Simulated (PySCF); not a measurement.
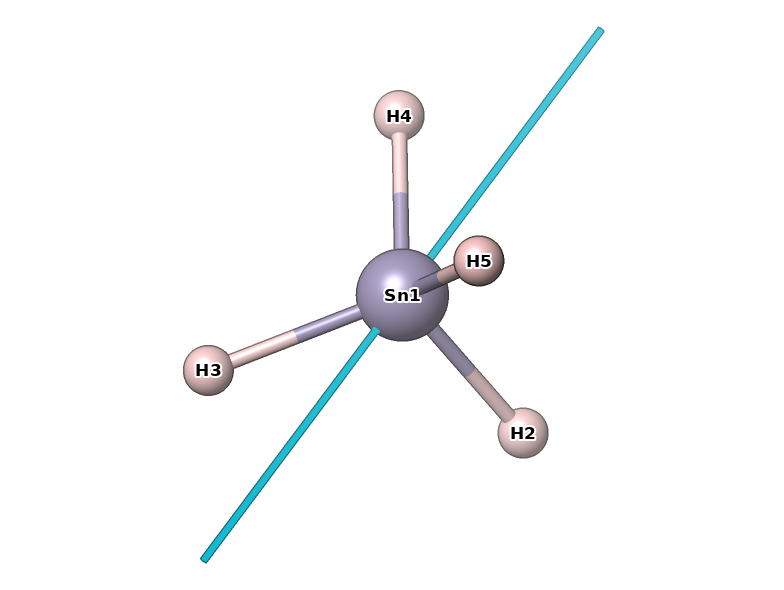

A line through the centre of mass is drawn in. Atoms fade into the background with distance from the viewer. The computed structure is the end point of a PBE0-D3(BJ)/def2-SVP optimisation. No frequency run is at hand to confirm it as a minimum.

> Is the line a proper rotation axis of the structure, and of what order?

No. The point group is Td, with 4 C3 axes, 3 C2 axes, 3 S4 axes and 6 mirror planes, and this line isn't one of its proper axes.
